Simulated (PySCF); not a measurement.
C8H6, SMILES `C#CC1=C(C=C=C)C1`.

Computed with PySCF, B3LYP/cc-pVDZ, geometry: GFN2-xTB. No frequency check shows the geometry to be a minimum. Without diffuse functions Rydberg states are missing, so the states' numbers hold for this basis only.

Geometry (Å), atoms numbered from 1:

```
C1       3.7090    0.5444   -0.0002
C2       2.5552    0.1940   -0.0005
C3       1.2555   -0.2411    0.0001
C4      -0.0503   -0.0392    0.0006
C5      -1.1566    0.8434    0.0006
C6      -2.4024    0.4307    0.0004
C7      -3.6247    0.0170   -0.0004
C8       0.3779   -1.4704    0.0003
H9       4.7055    0.8695   -0.0016
H10     -0.9358    1.9050    0.0006
H11     -4.1671   -0.1642    0.9131
H12     -4.1659   -0.1642   -0.9185
H13      0.2914   -2.0593   -0.9074
H14      0.2902   -2.0593    0.9080
```

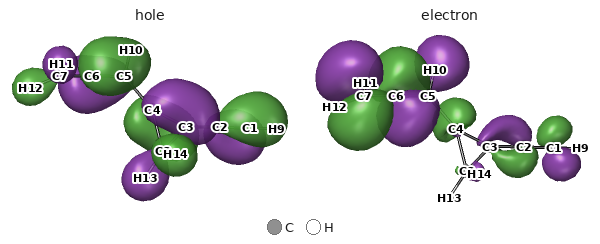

Leading natural transition orbital pair of S₃ (TDA singlet states); the surfaces enclose about 85 % of each orbital's density.

**Give its energy and the atoms that hole and electron lie on.**

4.89 eV (254 nm), f = 0.000 (very weak); the leading pair carries 89 %; hole on C6 (19 %), C3 (16 %) and C1 and C4 (13 % each), electron on C6 (30 %), C7 (28 %) and C5 (10 %); their centroids lie 1.9 Å apart. In canonical orbitals it is mainly HOMO → LUMO+1 (87 %). The HOMO–LUMO gap is 4.30 eV.
